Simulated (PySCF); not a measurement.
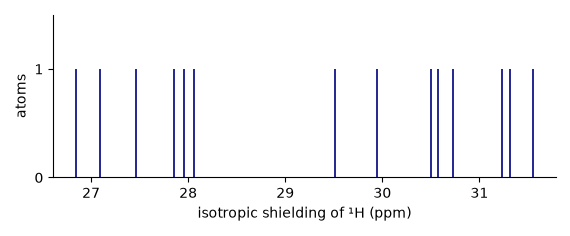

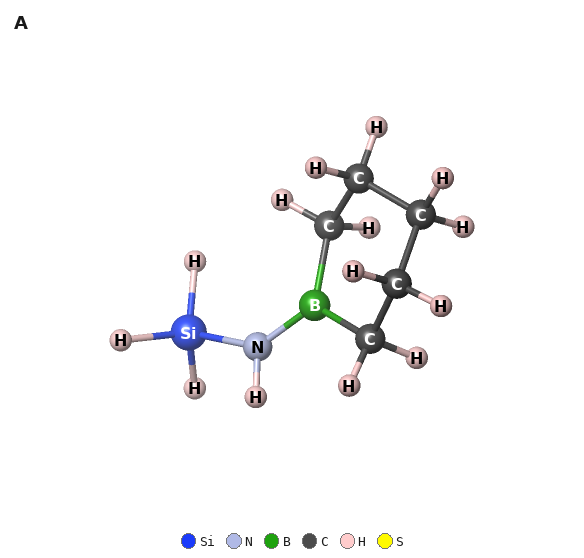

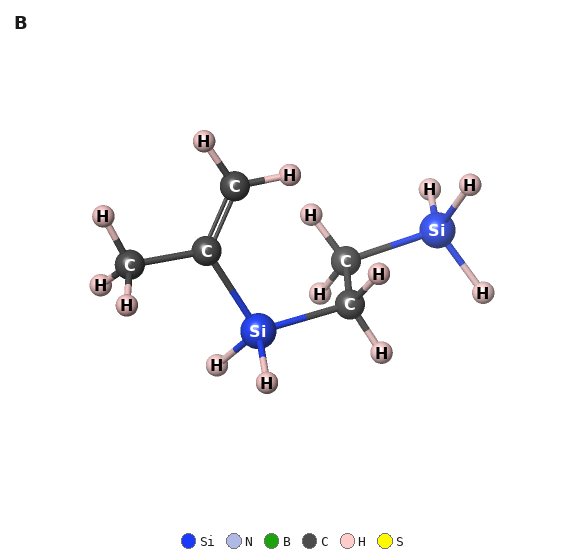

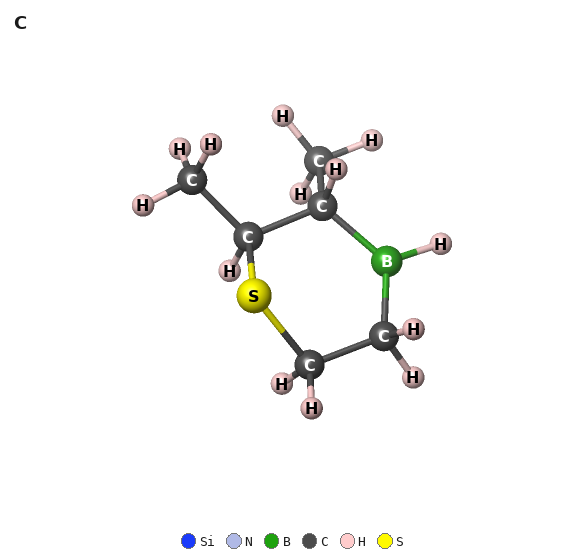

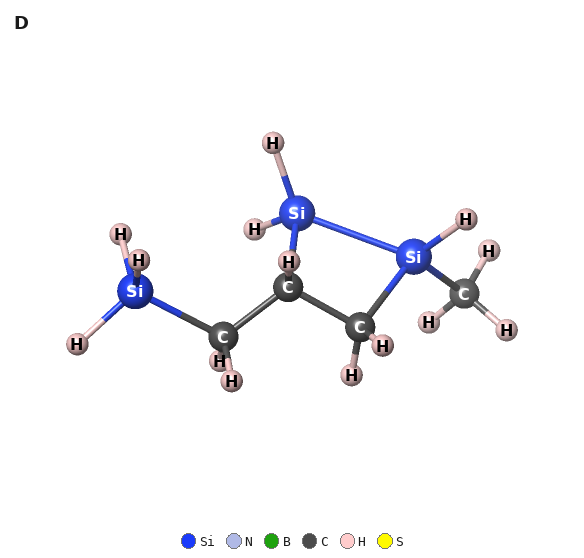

The sticks are computed shieldings of one of the molecules, for one fixed geometry (GFN2-xTB) without averaging over rotations. Low shielding means a high chemical shift. Method: GIAO PBE0/pcSseg-1 NMR shielding, non-relativistic, gas phase (PySCF 2.14.0).

### Which molecule gives this pattern?

D, `C[Si@@H]1C[C@H](C[SiH3])[SiH2]1`. Its 14 H atoms give lines at 26.84, 27.09, 27.46, 27.85, 27.96, 28.06, 29.51, 29.95, 30.50, 30.57, 30.73, 31.23, 31.32, 31.55 ppm.

The geometry is semi-empirical. Around B, Si such bond lengths and angles can be off by a tenth of an ångström or more and by several degrees, and values that hang on the shape move with them.
